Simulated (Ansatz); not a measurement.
System: rutile PbO₂. Method: PBE-D3(BJ) in Ansatz (PAW).

Numerical settings: plane-wave cutoff 520 eV, 12×12×16 k mesh (along the axes of the cell as run), Fermi–Dirac smearing 0.05 eV, scalar-relativistic PAW data made under PBE.

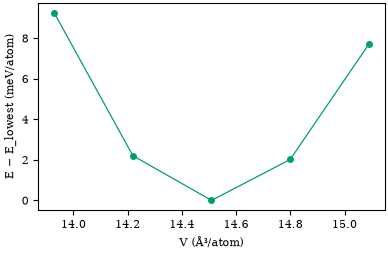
Figure. Total energy against volume

Task: From the curve, estimate the equilibrium volume and the bulk modulus.

Result: V0 ≈ 14.5 Å³/atom and B0 ≈ 120 GPa; the fit gives V0 = 14.509 Å³/atom, B0 = 116 GPa, B′ = 5.9.

Shape and atoms are relaxed at each volume.

Note: the bulk modulus comes from volumes at which shape and atoms were relaxed.

Spin–orbit coupling is not included; it can shift volumes and moduli of such heavy elements.

Static lattice: no zero-point or thermal effects.

The result took roughly 30 core-minutes.

Ansatz is an electronic-structure program.
